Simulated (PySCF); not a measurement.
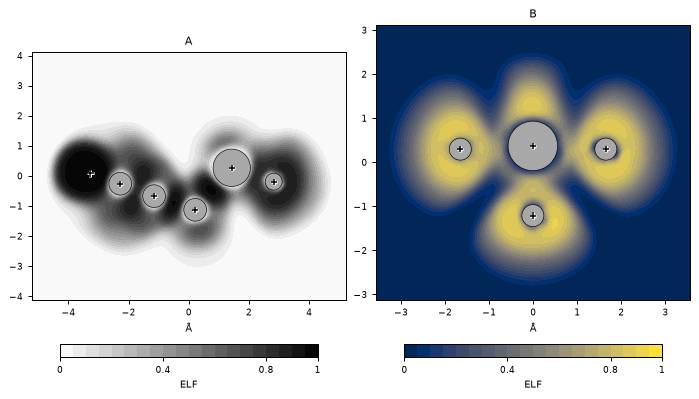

The ELF of 2 systems, each on a plane through atoms (crosses mark nuclei in the plane; grey discs cover the cores).

Level of theory: PBE0/def2-SVPD, SCF density, gas phase in PySCF 2.14.0.

System 1: C₆H₉OP, the plane of atoms C3, P4 and O6. Geometry: GFN2-xTB.

```xyz
17

C     2.4321    1.5290    0.7570
C     1.8583    0.4890    0.9071
C     1.1400   -0.7476    1.0583
P    -0.3668   -0.8312   -0.0142
C     0.2596   -0.5211   -1.7087
O    -1.1007   -2.0932    0.1352
C    -1.3096    0.6544    0.4241
C    -2.5636    0.5207    0.8176
H     2.9491    2.4341    0.6397
H     1.7670   -1.6032    0.7863
H     0.8016   -0.8819    2.0908
H     0.8260    0.4039   -1.7604
H     0.8899   -1.3619   -1.9945
H    -0.5947   -0.4790   -2.3817
H    -0.8063    1.6077    0.3604
H    -3.1845    1.3554    1.1015
H    -3.0044   -0.4632    0.8641
```

System 2: F₄S, the plane of atoms F1, S2 and F5. Geometry: PBE0-D3(BJ)/def2-SVP.

```yaml
atoms:
  - { symbol: F, position_ang: [-0.3820, -1.1884, 0.4982] }
  - { symbol: S, position_ang: [0.1427, -0.0232, -0.4332] }
  - { symbol: F, position_ang: [0.0587, 1.2165, 0.5444] }
  - { symbol: F, position_ang: [1.6554, -0.3118, 0.1805] }
  - { symbol: F, position_ang: [-1.4399, 0.2730, -0.8301] }
```

> Which map belongs to which system?

Panel A is system 1, C₆H₉OP: the plane holds C, P, O and H. C–C (1.20 Å): the ELF peaks at about 0.85 between the atoms; a short, multiple covalent bond. Panel B is system 2, F₄S: the plane holds F and S. S–F (1.58 Å): the ELF peaks at about 0.80 between the atoms; a shared but strongly polarised pair.
